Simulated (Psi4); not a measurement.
**C2HF2 (SMILES F/[C]=C\F) at UHF/6-31G (sweep point 3)**

Aim: the vertical ionisation energy of C2HF2 at UHF/6-31G (sweep point 3), from 2 runs. 

Program for the calculation: Psi4 1.11.

## (1) The structure to begin with

C2HF2 has 5 atoms, charge 0, and is taken as a doublet. As SMILES, `F/[C]=C\F`. The shape is that of a PBE0-D4/def2-TZVP optimisation.

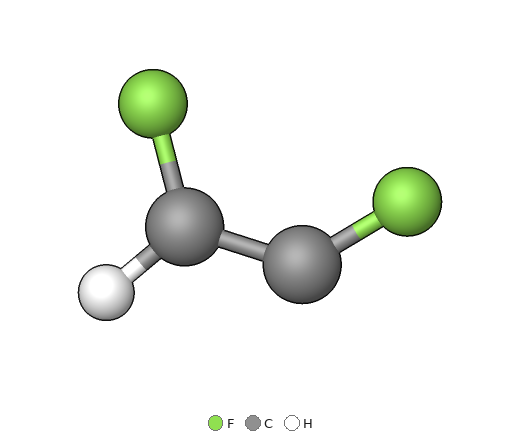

The structure, seen from a chosen angle (fluorine green, carbon grey, hydrogen white).

## (2) The energy at UHF/6-31G (sweep point 3)

job.py

```python
import psi4

psi4.set_memory(1600000000)
psi4.set_num_threads(1)
psi4.core.set_output_file('psi4.out', False)

molecule = psi4.geometry("""
0 2
F     -1.049400     0.476000    -1.486200
C     -0.104000    -0.180300    -0.893200
C      0.314100    -0.175100     0.351300
F     -0.242000     0.599600     1.294700
H      1.131100    -0.793900     0.692000
symmetry c1
""")

psi4.set_options({
    'basis': '6-31G',
    'reference': 'uhf',
    'puream': True,
    'scf_type': 'pk',
    'maxiter': 150,
})

E = psi4.energy('hf')
print('E =', round(E, 9))
for k, v in sorted(psi4.core.scalar_variables().items()):
    print(f'{k:45s} {v:18.10f}')
```

On the command line:

```console
$ python job.py
```

psi4.out:

```text
[...]
  Running in c1 symmetry.
[...]
  Nuclear repulsion =  105.172287960064480
[...]
  Multiplicity = 2
[...]
  Nalpha       = 16
  Nbeta        = 15
[...]
    Number of basis functions: 38
[...]
   @UHF iter   1:  -274.92292349427993   -5.92508e-01   7.33797e-03 DIIS/ADIIS
[...]
   @UHF iter  15:  -274.98557883412832   -4.69277e-08   4.66176e-07 DIIS
[...]
   @S^2 Observed:                1.010969990E+00
[...]
    Orbital Energies [Eh]
    ---------------------
    Alpha Occupied:
       1A    -26.356897     2A    -26.322011     3A    -11.384800
       4A    -11.342499     5A     -1.697977     6A     -1.642128
       7A     -1.097869     8A     -0.864379     9A     -0.792560
      10A     -0.761674    11A     -0.756669    12A     -0.716331
      13A     -0.682964    14A     -0.604631    15A     -0.497329
      16A     -0.430759
    Alpha Virtual:
      17A      0.175080    18A      0.237723    19A      0.281893
      20A      0.471240    21A      0.515192    22A      0.695417
      23A      0.702326    24A      0.729793    25A      0.780654
[...]
  @UHF Final Energy:  -274.98557883412832
   => Energetics <=
    Nuclear Repulsion Energy =            105.1722879600644802
    One-Electron Energy =                -589.1611654318135152
    Two-Electron Energy =                 209.0032986376207305
    Total Energy =                       -274.9855788341283187
  UHF NO Occupations:
  HONO-2 :   14  A 1.9979927
  HONO-1 :   15  A 1.8658644
[...]
 Multipole Moments:
 ------------------------------------------------------------------------------------
     Multipole            Electronic (a.u.)      Nuclear  (a.u.)        Total (a.u.)
 ------------------------------------------------------------------------------------
 L = 1.  Multiply by 2.5417464519 to convert [e a0] to [Debye]
 Dipole X            :         -1.2651723            1.9641372            0.6989650
 Dipole Y            :          0.8835125           -1.5273652           -0.6438527
 Dipole Z            :         -0.7761197            0.6871026           -0.0890172
 Magnitude           :                                                    0.9544749
[...]
```

The script printed:

```text
E = -274.985578834
CURRENT ENERGY                                   -274.9855788341
CURRENT REFERENCE ENERGY                         -274.9855788341
DD SOLVATION ENERGY                                 0.0000000000
HF KINETIC ENERGY                                 275.2843108705
HF POTENTIAL ENERGY                              -550.2698897047
HF TOTAL ENERGY                                  -274.9855788341
HF VIRIAL RATIO                                     1.9989148236
NUCLEAR REPULSION ENERGY                          105.1722879601
ONE-ELECTRON ENERGY                              -589.1611654318
PCM POLARIZATION ENERGY                             0.0000000000
PE ENERGY                                           0.0000000000
SCF ITERATION ENERGY                             -274.9855788341
SCF ITERATIONS                                     15.0000000000
SCF TOTAL ENERGY                                 -274.9855788341
TWO-ELECTRON ENERGY                               209.0032986376
```

Run time: 1.4 s. Hardware: 1 thread of Intel Xeon 6975P-C (Granite Rapids), shared host; peak memory 0.18 GiB.

## (3) The singlet cation

job.py

```python
import psi4

psi4.set_memory('1600 MB')
psi4.set_num_threads(1)
psi4.core.set_output_file('output.dat', False)

geom = psi4.geometry("""
1 1
F     -1.049400     0.476000    -1.486200
C     -0.104000    -0.180300    -0.893200
C      0.314100    -0.175100     0.351300
F     -0.242000     0.599600     1.294700
H      1.131100    -0.793900     0.692000
units angstrom
symmetry c1
""")

psi4.set_options({
    'basis': '6-31G',
    'reference': 'rhf',
    'puream': True,
    'scf_type': 'pk',
})

energy_value, wavefunction = psi4.energy('hf', molecule=geom, return_wfn=True)
print(f'hf energy: {energy_value:.10f} Eh')
for k, v in sorted(psi4.core.scalar_variables().items()):
    print(f'{k:45s} {v:18.10f}')
```

On the command line:

```console
$ python job.py
```

output.dat:

```text
[...]
  Running in c1 symmetry.
[...]
  Nuclear repulsion =  105.172287960064480
[...]
  Multiplicity = 1
[...]
  Nalpha       = 15
  Nbeta        = 15
[...]
    Number of basis functions: 38
[...]
   @RHF iter   1:  -274.41765862049192   -8.72431e-02   1.12799e-02 DIIS/ADIIS
[...]
   @RHF iter  10:  -274.55117326379582   -4.01664e-08   7.17110e-07 DIIS
[...]
    Orbital Energies [Eh]
    ---------------------
    Doubly Occupied:
       1A    -26.716448     2A    -26.624030     3A    -11.787826
       4A    -11.703849     5A     -2.021907     6A     -1.929779
       7A     -1.414427     8A     -1.163156     9A     -1.075412
      10A     -1.070595    11A     -1.038084    12A     -0.995927
      13A     -0.976651    14A     -0.893991    15A     -0.736210
[...]
  @RHF Final Energy:  -274.55117326379582
   => Energetics <=
    Nuclear Repulsion Energy =            105.1722879600644802
    One-Electron Energy =                -579.1503385474425158
    Two-Electron Energy =                 199.4268773235822607
    Total Energy =                       -274.5511732637958175
[...]
 Multipole Moments:
 ------------------------------------------------------------------------------------
     Multipole            Electronic (a.u.)      Nuclear  (a.u.)        Total (a.u.)
 ------------------------------------------------------------------------------------
 L = 1.  Multiply by 2.5417464519 to convert [e a0] to [Debye]
 Dipole X            :         -0.6761302            1.9641372            1.2880070
 Dipole Y            :          0.1762684           -1.5273652           -1.3510967
 Dipole Z            :         -1.3985962            0.6871026           -0.7114936
 Magnitude           :                                                    1.9976605
[...]
```

The script printed:

```text
hf energy: -274.5511732638 Eh
CURRENT ENERGY                                   -274.5511732638
CURRENT REFERENCE ENERGY                         -274.5511732638
DD SOLVATION ENERGY                                 0.0000000000
HF KINETIC ENERGY                                 274.3925566191
HF POTENTIAL ENERGY                              -548.9437298829
HF TOTAL ENERGY                                  -274.5511732638
HF VIRIAL RATIO                                     2.0005780647
NUCLEAR REPULSION ENERGY                          105.1722879601
ONE-ELECTRON ENERGY                              -579.1503385474
PCM POLARIZATION ENERGY                             0.0000000000
PE ENERGY                                           0.0000000000
SCF ITERATION ENERGY                             -274.5511732638
SCF ITERATIONS                                     10.0000000000
SCF TOTAL ENERGY                                 -274.5511732638
TWO-ELECTRON ENERGY                               199.4268773236
```

Wall time 1.2 s (1 thread of Intel Xeon 6975P-C (Granite Rapids), shared host); peak memory 0.18 GiB.

## (4) Outcome

Level: UHF/6-31G (sweep point 3).

| quantity | value |
| --- | --- |
| doublet C2HF2: total energy | -274.98558 Eh |
| doublet C2HF2: dipole moment | 2.43 D |
| doublet C2HF2: HOMO energy (highest over α and β) | -11.30 eV |
| doublet C2HF2: LUMO energy (lowest over α and β) | 2.37 eV |
| doublet C2HF2: ⟨S²⟩ | 1.011 |
| singlet cation: total energy | -274.55117 Eh |
| singlet cation: HOMO energy | -20.03 eV |
| singlet cation: LUMO energy | -9.66 eV |
| singlet cation: HOMO–LUMO gap | 10.38 eV |
| vertical ionisation energy (to the singlet cation) | 11.821 eV |

What this shows: The vertical ionisation energy comes to 11.82 eV (1141 kJ/mol). Only the singlet of the ionised species was computed; a triplet could lie lower. ⟨S²⟩ (doublet C2HF2) is 1.01 where a pure doublet has 0.75: the reference is spin-contaminated.
